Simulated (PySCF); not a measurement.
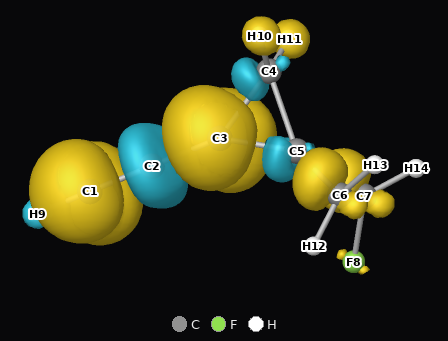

The picture shows: C7H6F (doublet). Isosurfaces of the spin density (α minus β) at +0.02 (yellow) and −0.02 e/Å³ (cyan), seen at a tilt.

Geometry: GFN2-xTB.

Level of theory: PySCF, UKS B3LYP, pcH-1 on C F H, non-relativistic, mean-field spin-orbit, GIAO.

```xyz
14

C     2.5507   -0.2793   -2.1337
C     1.6347    0.0690   -1.4079
C     0.6251    0.4500   -0.6177
C    -0.1969    1.5485   -0.0646
C    -0.4134    0.1108    0.3050
C    -1.5618   -0.8414    0.4191
C    -0.5998   -0.6619    1.5608
F     0.2564   -1.6854    1.8440
H     3.3418   -0.5838   -2.7492
H    -0.9215    2.0334   -0.7100
H     0.2444    2.2185    0.6654
H    -1.4987   -1.7660   -0.1362
H    -2.5619   -0.4469    0.5253
H    -0.8998   -0.1659    2.4775
```

> Describe the spin distribution.

The unpaired spin (1 electron) lies mostly on C3 (about 0.4) and C1 (about 0.4), in electrons by Hirshfeld's partition.
